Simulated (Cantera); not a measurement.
Input: 1 mol SiCl₄, 1.3 mol C₂H₄, 75 mol H₂, at 100 Torr.

Method: chemical equilibrium by Gibbs-energy minimisation in Cantera with the NASA 1993 tables (ideal gas, pure condensed phases). Candidate condensed phases: C, C₆H₆, C₇H₈, C₈H₁₈, Si, SiC; 109 gas species. Rates play no part.

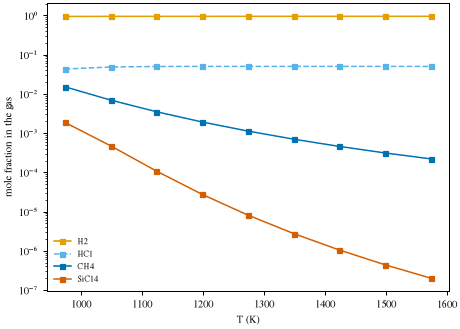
Figure: Equilibrium gas composition (values under 1e-9 drawn at 1e-9)

From 973 K to 1573 K the condensed part is C(graphite) + SiC(s). The main Si-bearing gas is SiCl₄ at 973 K and SiCl₂ at 1573 K.
